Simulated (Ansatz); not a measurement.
The starting structures come from a database of crystals and need not be the phases stable at ambient conditions.

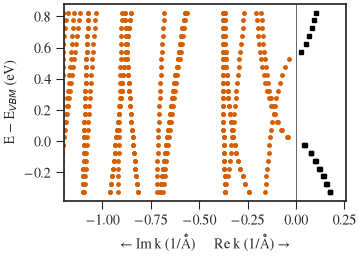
Fig. 1. Complex bands at the centre of the two-dimensional zone; r2SCAN in Ansatz (a program for electronic structure)

The gap is the functional's own. No spin-orbit coupling. Mid-gap values are interpolated on the energy grid.

Q: This is BaZnAsF (P4/nmm, not sure to be the ambient phase, 8 atoms a cell, 22.2 Å³ an atom, -2 GPa at this level) along the normal of (110). Read off the slowest decay at the centre of the two-dimensional zone at 0.28 eV, the computed energy nearest the middle of the gap.

A: κ ≈ 0.10 1/Å, a decay length 1/(2κ) of the density of 5.0 Å.
